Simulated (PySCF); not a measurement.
**C$_{6}$H$_{13}$Si: EPR calculation**

System: C$_{6}$H$_{13}$Si, multiplicity 2.
Method: UKS B3LYP, pcH-1 on C H Si, non-relativistic, mean-field spin-orbit, GIAO (PySCF 2.14.0).

It belongs to a series of runs on one base structure; here: H removed from sp3 C.

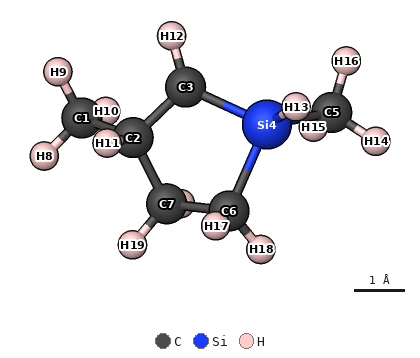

*The structure (ball-and-stick view, seen at a tilt; atoms are numbered from 1 in the order of the input).*

Bond lengths as drawn: C–C 1.48 to 1.54 Å, C–H 1.08 to 1.10 Å, C–Si 1.85 to 1.91 Å and H–Si 1.47 Å.

The input:
```
{"job": {"kind": "epr", "basis": "pcH-1"}, "charge": 0, "multiplicity": 2}
C     -2.477588     0.029960    -0.814923
C     -1.319239     0.346071     0.133517
C     -0.259248     1.165586    -0.506418
Si     1.428565     0.723352     0.100864
C      2.571651    -0.061129    -1.207596
C      0.692357    -0.560762     1.308927
C     -0.662181    -0.921745     0.700918
H     -3.233261    -0.566877    -0.308739
H     -2.941841     0.946639    -1.171879
H     -2.112702    -0.529220    -1.673889
H     -1.731264     0.922063     0.978984
H     -0.560123     1.957080    -1.172713
H      2.158146     1.803338     0.788942
H      3.490035    -0.422936    -0.755452
H      2.094542    -0.897013    -1.710804
H      2.841787     0.670135    -1.962610
H      0.544728    -0.112877     2.291511
H      1.296227    -1.454126     1.453899
H     -1.318471    -1.403483     1.429152
H     -0.507269    -1.623376    -0.121695
```

The first line tells a small driver script what to run in PySCF; the rest is the geometry in Å.

Machine: 1 CPU thread, shared host.

Launch command:
```bash
OMP_NUM_THREADS=1 python <driver script> task.json out
```

Output:
```
UKS, coarse grid
  cycle   1  E = -525.86920995  |g| = 4.26e-01
  cycle   2  E = -525.81892026  |g| = 5.24e-01
  cycle   3  E = -525.96157392  |g| = 4.37e-02
  cycle   4  E = -525.96228146  |g| = 2.61e-02
  cycle   5  E = -525.96261147  |g| = 5.88e-03
  cycle   6  E = -525.96263105  |g| = 1.75e-03
  cycle   7  E = -525.96263283  |g| = 8.41e-04
UKS, final grid
  cycle   1  E = -525.96260885  |g| = 9.73e-04
  cycle   2  E = -525.96260849  |g| = 1.30e-03
  cycle   3  E = -525.96260935  |g| = 8.54e-05
  cycle   4  E = -525.96260935  |g| = 3.96e-05
  cycle   5  E = -525.96260935  |g| = 1.68e-05
E = -525.96260935 Eh   <S^2> = 0.7536 (exact 0.7500)
g shifts (ppm)      1          2          3
  rmc          -129       -129       -129
  gc              4         36         25
  oz_so          48        379        694
  total         -77        287        590
hyperfine (MHz)  atom isotope    a_iso     a_fc   dipolar eigenvalues
    0   13C      34.72      34.73     -2.68     -2.40      5.08
    1   13C     -28.33     -28.34     -2.54      1.12      1.42
    2   13C      78.12      78.22    -73.54    -72.58    146.12
    3  29Si      43.28      43.35     -2.34     -0.78      3.13
    4   13C      33.13      33.14     -3.05     -2.80      5.85
    5   13C      -2.20      -2.20     -0.78     -0.59      1.36
    6   13C      12.32      12.32     -1.52     -1.09      2.61
    7    1H       3.53       3.53     -2.27     -1.66      3.93
    8    1H      -1.36      -1.36     -3.05     -2.64      5.69
    9    1H      -2.24      -2.24     -4.34     -2.20      6.54
   10    1H     141.60     141.60     -6.00     -2.78      8.77
   11    1H     -55.11     -55.12    -35.35     -0.36     35.71
   12    1H      41.78      41.78     -3.18     -1.82      5.00
   13    1H       6.04       6.04     -2.09     -1.09      3.17
   14    1H      -1.62      -1.62     -3.24     -1.15      4.39
   15    1H      -1.80      -1.80     -2.58     -1.24      3.82
   16    1H       1.08       1.08     -2.16     -1.79      3.95
   17    1H       3.26       3.26     -1.49     -1.31      2.79
   18    1H       0.73       0.73     -1.99     -1.55      3.54
   19    1H      -2.04      -2.04     -3.45     -2.41      5.86
```

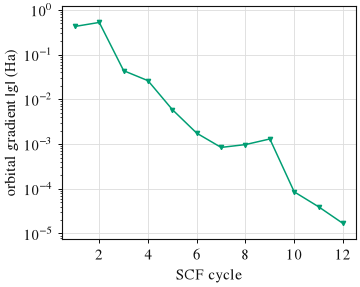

*Convergence of the self-consistent field: orbital gradient |g| against the SCF cycle.*

All cycles printed in the log are drawn one after another.

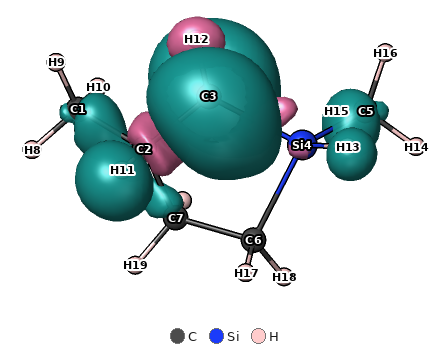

*Isosurfaces of the spin density (α minus β) at +0.01 (teal) and −0.01 e/Å³ (pink), seen face on.*

The unpaired spin (1 electron) lies mostly on C3 (about 0.7) and Si4 (about 0.1), in electrons by Hirshfeld's partition.

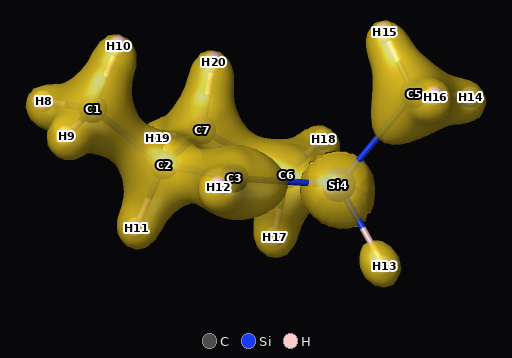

*Isosurface of the total electron density at 1 e/Å³ (yellow), seen from the side.*

At this value the surface falls into four separate pieces. It is pinched off along the C–Si (1.85 Å) contacts. On the grid the lowest density along these lines, outside the cores, is 1.7 e/Å³ (C–C, 1.48 Å), 0.84 e/Å³ (C–Si, 1.85 Å), 1.8 e/Å³ (C–H, 1.08 Å) and 1.5 e/Å³ (C–C, 1.53 Å).

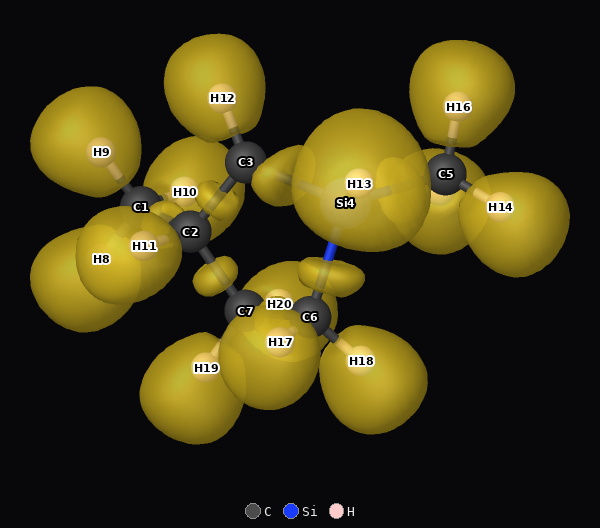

*Isosurface of the ELF at 0.85 (yellow), seen at a tilt. Only the valence region is drawn (cores and ρ < 0.01 e/Å³ removed).*

C–Si (1.85 Å): the ELF peaks at about 0.95 between the atoms (localised, shared-pair bonding).

Results in brief:

| quantity | value |
| --- | --- |
| outcome | converged |
| total energy | −525.962609 hartree |
| ⟨S²⟩ | 0.754 |
| isotropic g | 2.0026 |
| wall time | 2 min |
| peak memory | 0.97 GiB |
